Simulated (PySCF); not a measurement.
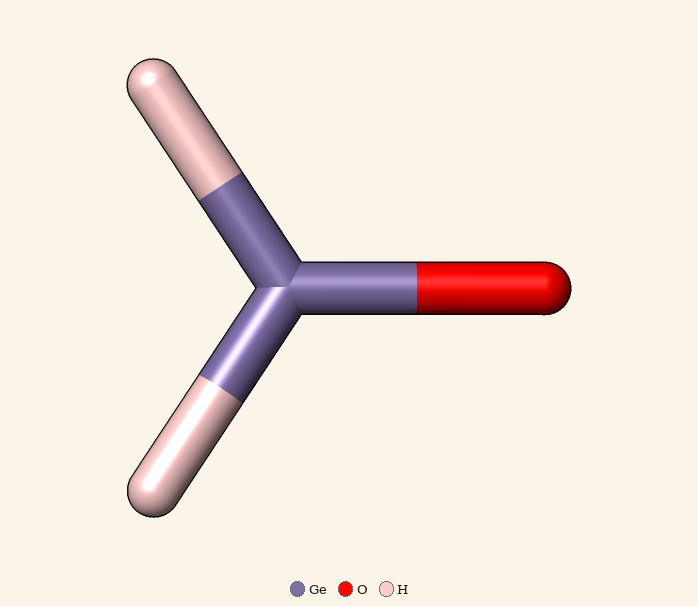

Computed geometry: PBE0-D4/def2-TZVP optimisation. No frequency run is at hand to confirm it as a minimum. Level of theory: RHF-CCSD(T), frozen core/def2-TZVPP, density fitting (PySCF 2.14.0).

What does the calculation give?

The species is GeH₂O.
- T1 diagnostic: 0.022
